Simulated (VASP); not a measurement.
Band structure of TiSi2 (space group Fddd). These are PBE GGA, VASP's PBE PAW potentials (set 64) (plane waves; VASP) values and carry that method's errors.

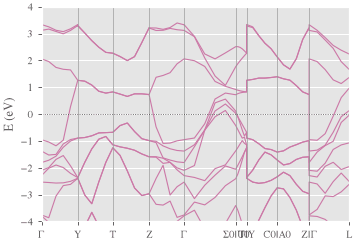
Bands along high-symmetry lines, zero at the valence-band maximum or, without a gap, the Fermi level

Read the plot: is there a gap, and where are the band edges?

It has no gap at this level: it comes out as a metal or semimetal.

The structure comes from a computed database's TiSi2 entry (Fddd); how it stands against other phases isn't given here. The cell was not relaxed at this level.
